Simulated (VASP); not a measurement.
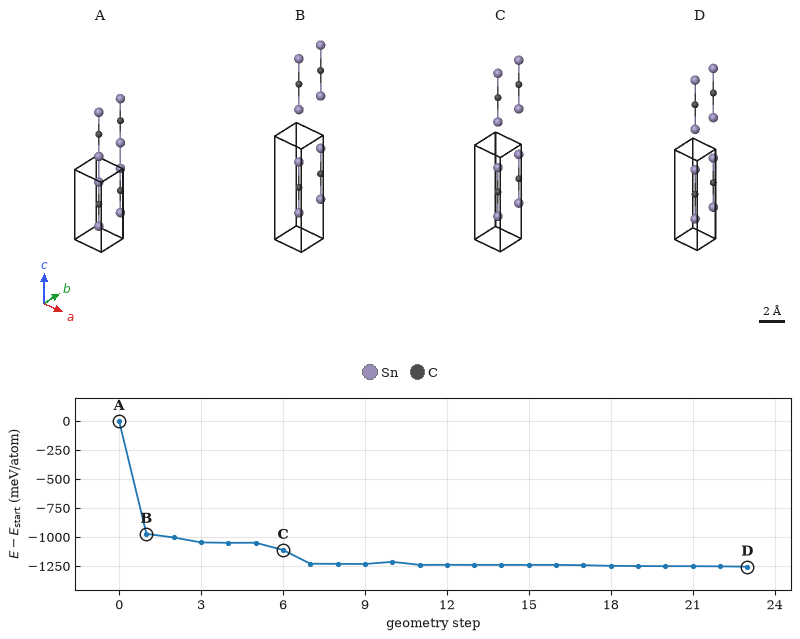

Frames of a relaxation of solid Sn2C (a generated structure, set up in Cmmm), marked on the history of the run. A ball-and-stick model of the cell of the calculation, repeated 1 × 2 × 2 with one cell outlined, seen slightly off an axis.

The run lets cell and atoms move.

Level of theory: VASP, Kohn-Sham DFT of a periodic cell, PBE, VASP PAW PBE potentials, recommended.

Input file:
```
SYSTEM = Sn2C
  ALGO = Fast
  EDIFF = 1E-4
  EDIFFG = -0.08
  ENCUT = 520
  GGA = PE
  IBRION = 2
  ISIF = 3
  ISMEAR = 0
  LASPH = .TRUE.
  LCHARG = .FALSE.
  LREAL = .FALSE.
  LWAVE = .FALSE.
  NELM = 60
  NSW = 24
  PREC = Normal
  SIGMA = 0.15
```

Launched with:
```bash
cat potpaw_PBE.64/Sn_d/POTCAR potpaw_PBE.64/C/POTCAR > POTCAR
mpirun -np 1 vasp_std > vasp.out
```

Describe the path.

The relaxation stopped without meeting its thresholds, so the last structure isn't shown to be converged. Over 23 geometry steps the energy falls by 1255 meV per atom. The largest force component goes from 8.6 to 0.2 eV/Å. The pressure goes from 20.46 to −0.15 GPa. The largest moves relative to the cell, 0.32 Å, are those of Sn atoms. C stays in place. The drawn cell changes as follows: a = b 3.948 → 3.382 Å (−14.3 %), c 5.903 → 7.577 Å (+28.4 %), γ 120.9° → 121.8°; the volume changes by −6.7 %. Near-neighbour distances that change, for instance: Sn–Sn 2.168 → 3.417 Å, C–Sn 1.867 → 2.080 Å. Bonds break: Sn–Sn (2.17 → 3.42 Å). The space group stays Cmmm (No. 65). From step 0 to 1: Sn atoms move most (0.61 Å), volume +49.0 %, energy −972 meV per atom. From step 1 to 6: Sn atoms move most (0.10 Å), volume −15.5 %, energy −138 meV per atom. From step 6 to 23: Sn atoms move most (0.12 Å), volume −25.9 %, energy −144 meV per atom.
